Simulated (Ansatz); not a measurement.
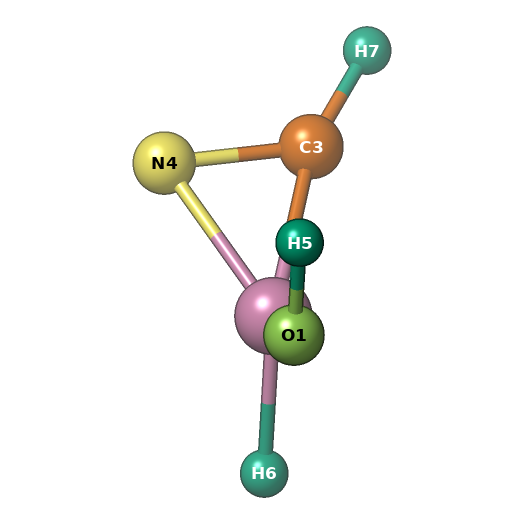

(Drawn from a calculation with Ansatz.)

Si2 lies behind O1. The molecule seen nearly along the O1–Si2 bond, O1 in front. Distant atoms are faded towards the background colour. Charge +1, doublet. Geometry: the geometry of the neutral molecule.

### What is the torsion angle H5–O1–Si2–N4? The sign is positive where the front bond must turn clockwise to cover the back bond.

−34°, synclinal (gauche).
